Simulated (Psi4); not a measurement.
**C2H2Cl2F2 (1,1-dichloro-2,2-difluoroethane) at B3LYP/6-31G(d) (Cartesian functions)**

Aim: the vertical singlet–triplet gap of C2H2Cl2F2 (1,1-dichloro-2,2-difluoroethane) at B3LYP/6-31G* (Cartesian functions), from 2 runs. 

The calculation is run with Psi4 1.11.

## (1) The structure to begin with

C2H2Cl2F2 has 8 atoms, charge 0, and is taken as a singlet. As SMILES, `FC(F)C(Cl)Cl`. Geometry: relaxed at PBE0-D4/def2-TZVP. This is one conformer, not always the lowest.

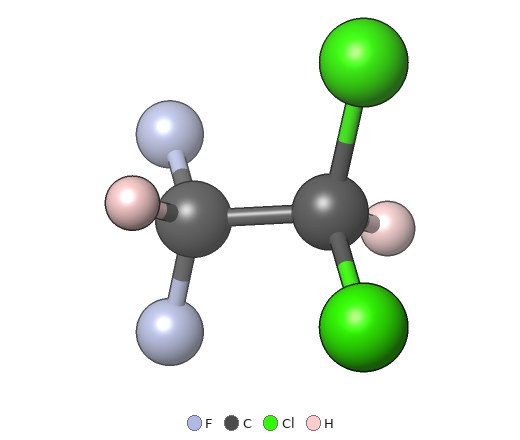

The structure, seen from a chosen angle (fluorine light blue, carbon dark grey, chlorine green, hydrogen pink).

## (2) Energy and gradient at B3LYP/6-31G(d) (Cartesian functions)

Input file job.in:

```
memory 2200 MB

molecule {
  F      0.77170746    -2.14922332     2.48459301
  C      1.27154002    -0.58857410     0.53345079
  F      2.43128384    -1.96578760    -1.26946132
  C     -1.20880111     0.43578974    -0.51313623
  Cl    -0.58502141     2.35917189    -3.15559696
  Cl    -2.80994716     2.11163666     1.87394691
  H      2.53393376     0.92129818     1.16531851
  H     -2.40471429    -1.12431146    -1.11911471
  units bohr
  symmetry c1
  no_reorient
  no_com
}

set {
  basis 6-31G*
  puream false
  e_convergence 1e-09
  d_convergence 1e-08
  scf_type pk
  dft_radial_points 99
  dft_spherical_points 590
}

gradient("b3lyp")
```

Run with:

```sh
$ psi4 -n 1 job.in job.out
```

job.out:

```text
[...]
  Running in c1 symmetry.
[...]
  Nuclear repulsion =  380.494885545789998
[...]
  Multiplicity = 1
[...]
  Nalpha       = 33
  Nbeta        = 33
[...]
    Number of basis functions: 102
[...]
   @RKS iter   1: -1197.41194085340999   -8.46024e-02   3.92044e-03 DIIS/ADIIS
[...]
   @RKS iter  11: -1197.47461315903479   -1.81899e-12   2.79084e-09 DIIS
[...]
    Orbital Energies [Eh]
    ---------------------
    Doubly Occupied:
       1A   -101.569225     2A   -101.569218     3A    -24.725300
       4A    -24.725292     5A    -10.374769     6A    -10.327132
       7A     -9.486714     8A     -9.486701     9A     -7.251092
      10A     -7.251070    11A     -7.240454    12A     -7.240445
      13A     -7.240353    14A     -7.240346    15A     -1.276647
      16A     -1.214536    17A     -0.936492    18A     -0.846363
      19A     -0.751505    20A     -0.656379    21A     -0.579829
      22A     -0.565051    23A     -0.543894    24A     -0.487262
      25A     -0.469478    26A     -0.432074    27A     -0.430247
      28A     -0.412741    29A     -0.380310    30A     -0.344882
      31A     -0.341583    32A     -0.320721    33A     -0.320249
[...]
  @RKS Final Energy: -1197.47461315903479
   => Energetics <=
    Nuclear Repulsion Energy =            380.4948855457899981
    One-Electron Energy =               -2410.6487654639054199
    Two-Electron Energy =                 904.5030807217548272
    DFT Exchange-Correlation Energy =     -71.8238139626741230
    Empirical Dispersion Energy =           0.0000000000000000
    VV10 Nonlocal Energy =                  0.0000000000000000
    Total Energy =                      -1197.4746131590345612
[...]
 Multipole Moments:
 ------------------------------------------------------------------------------------
     Multipole            Electronic (a.u.)      Nuclear  (a.u.)        Total (a.u.)
 ------------------------------------------------------------------------------------
 L = 1.  Multiply by 2.5417464519 to convert [e a0] to [Debye]
 Dipole X            :         28.3857888          -28.3818911            0.0038977
 Dipole Y            :        -37.8764924           37.8489276           -0.0275648
 Dipole Z            :         10.6840544          -10.6837745            0.0002799
 Magnitude           :                                                    0.0278404
[...]
  -Total Gradient:
     Atom            X                  Y                   Z
    ------   -----------------  -----------------  -----------------
       1        0.003248415244     0.004948198151    -0.008256848881
       2       -0.004844647959    -0.003381263421    -0.002324241504
       3       -0.004095743571     0.004143390055     0.008343028059
       4       -0.000412376232     0.008350983402     0.000249302900
       5       -0.002129039050    -0.007701551257     0.012638385516
       6        0.008183681228    -0.006559458540    -0.010672214037
       7        0.000009220148    -0.001228095146    -0.000057262018
       8        0.000056637790     0.001407706605     0.000085931869
[...]
```

Run time: 35 s. Hardware: 1 thread of Intel Xeon Platinum 8259CL at 2.50GHz (Skylake/Cascade Lake), shared host; peak memory 0.96 GiB.

## (3) The triplet: the energy at UB3LYP/6-31G(d) (Cartesian functions)

Input file c2h2cl2f2.xyz:

```xyz
8
C2H2Cl2F2
F      0.408370    -1.137320     1.314790
C      0.672870    -0.311460     0.282290
F      1.286580    -1.040250    -0.671770
C     -0.639670     0.230610    -0.271540
Cl    -0.309580     1.248420    -1.669870
Cl    -1.486960     1.117430     0.991650
H      1.340900     0.487530     0.616660
H     -1.272520    -0.594960    -0.592210
```

Input file run.py:

```python
import psi4

psi4.set_memory(2200000000)
psi4.set_num_threads(1)
psi4.set_output_file('output.dat', False)

with open('c2h2cl2f2.xyz') as f:
    atoms = ''.join(f.readlines()[2:])
mol = psi4.geometry('0 3\n' + atoms + 'symmetry c1')

psi4.set_options({
    'reference': 'uks',
    'puream': False,
    'e_convergence': 1e-09,
    'd_convergence': 1e-08,
    'scf_type': 'pk',
    'dft_radial_points': 99,
    'dft_spherical_points': 590,
    'maxiter': 100,
})

e, wfn = psi4.energy('b3lyp/6-31G*', molecule=mol, return_wfn=True)
psi4.oeprop(wfn, 'MAYER_INDICES', 'DIPOLE', 'QUADRUPOLE')
print(f'b3lyp/6-31G* energy: {e:.10f} Eh')
for k, v in sorted(psi4.core.scalar_variables().items()):
    print(f'{k:45s} {v:18.10f}')
```

Run with:

```sh
$ python run.py
```

output.dat:

```text
[...]
  Running in c1 symmetry.
[...]
  Nuclear repulsion =  380.494885379981667
[...]
  Multiplicity = 3
[...]
  Nalpha       = 34
  Nbeta        = 32
[...]
    Number of basis functions: 102
[...]
   @UKS iter   1: -1197.12790670720392    1.99432e-01   4.85095e-03 DIIS/ADIIS
[...]
   @UKS iter  25: -1197.23381482135551   -8.25366e-11   8.77203e-09 DIIS
[...]
   @S^2 Observed:                2.004631146E+00
[...]
    Orbital Energies [Eh]
    ---------------------
    Alpha Occupied:
       1A   -101.603466     2A   -101.603431     3A    -24.717518
       4A    -24.717496     5A    -10.360188     6A    -10.249501
       7A     -9.517525     8A     -9.517492     9A     -7.283175
      10A     -7.283128    11A     -7.276238    12A     -7.276206
      13A     -7.269137    14A     -7.269108    15A     -1.268648
      16A     -1.207332    17A     -0.947678    18A     -0.875308
      19A     -0.748723    20A     -0.651060    21A     -0.572278
      22A     -0.558155    23A     -0.540258    24A     -0.487917
      25A     -0.474644    26A     -0.428081    27A     -0.427146
      28A     -0.409446    29A     -0.391760    30A     -0.371274
      31A     -0.365484    32A     -0.362465    33A     -0.328274
      34A     -0.086123
[...]
  @UKS Final Energy: -1197.23381482135551
   => Energetics <=
    Nuclear Repulsion Energy =            380.4948853799816675
    One-Electron Energy =               -2410.1445637454130519
    Two-Electron Energy =                 904.2520376865169283
    DFT Exchange-Correlation Energy =     -71.8361741424412656
    Empirical Dispersion Energy =           0.0000000000000000
    VV10 Nonlocal Energy =                  0.0000000000000000
    Total Energy =                      -1197.2338148213555087
[...]
 Multipole Moments:
 ------------------------------------------------------------------------------------
     Multipole            Electronic (a.u.)      Nuclear  (a.u.)        Total (a.u.)
 ------------------------------------------------------------------------------------
 L = 1.  Multiply by 2.5417464519 to convert [e a0] to [Debye]
 Dipole X            :          0.2493665           -0.3050282           -0.0556617
 Dipole Y            :         -0.2496656            0.3418579            0.0921923
 Dipole Z            :          0.0986324           -0.1188945           -0.0202621
 Magnitude           :                                                    0.1095819
 L = 2.  Multiply by 1.3450342976 to convert [e a0^2] to [Debye ang]
 Quadrupole XX       :       -251.5857551          217.0749034          -34.5108517
 Quadrupole XY       :        170.4844166         -168.6138155            1.8706011
[...]
```

On the terminal:

```text
b3lyp/6-31G* energy: -1197.2338148214 Eh
CURRENT ENERGY                                  -1197.2338148214
CURRENT REFERENCE ENERGY                        -1197.2338148214
DD SOLVATION ENERGY                                 0.0000000000
DFT FUNCTIONAL TOTAL ENERGY                     -1197.2338148214
DFT TOTAL ENERGY                                -1197.2338148214
DFT VV10 ENERGY                                     0.0000000000
DFT XC ENERGY                                     -71.8361741424
GRID ELECTRONS ALPHA                               34.0000004837
GRID ELECTRONS BETA                                32.0000003105
GRID ELECTRONS TOTAL                               66.0000007942
NUCLEAR REPULSION ENERGY                          380.4948853800
ONE-ELECTRON ENERGY                             -2410.1445637454
PCM POLARIZATION ENERGY                             0.0000000000
PE ENERGY                                           0.0000000000
SCF ITERATION ENERGY                            -1197.2338148214
SCF ITERATIONS                                     25.0000000000
SCF TOTAL ENERGY                                -1197.2338148214
TWO-ELECTRON ENERGY                               904.2520376865
XC GRID RADIAL POINTS                              99.0000000000
XC GRID SPHERICAL POINTS                          590.0000000000
XC GRID TOTAL POINTS                           432909.0000000000
```

It took 74 s on 1 thread of Intel Xeon Platinum 8259CL at 2.50GHz (Skylake/Cascade Lake), shared host; peak memory 0.96 GiB.

## (4) Outcome

Level: B3LYP/6-31G* (Cartesian functions).

| quantity | value |
| --- | --- |
| singlet: total energy | -1197.47461 Eh |
| singlet: dipole moment | 0.07 D |
| singlet: HOMO energy | -8.71 eV |
| singlet: LUMO energy | -0.37 eV |
| singlet: HOMO–LUMO gap | 8.34 eV |
| singlet: largest force on an atom | 0.769 eV/Å |
| triplet: total energy | -1197.23381 Eh |
| triplet: dipole moment | 0.28 D |
| triplet: HOMO energy (highest over α and β) | -2.34 eV |
| triplet: ⟨S²⟩ | 2.005 |
| vertical energy of the triplet above the singlet | 6.552 eV |

What this shows: At this shape the triplet lies 6.55 eV (632 kJ/mol) above the singlet. The largest force (singlet) is 0.77 eV/Å: the shape isn't a stationary point for this species at this level.
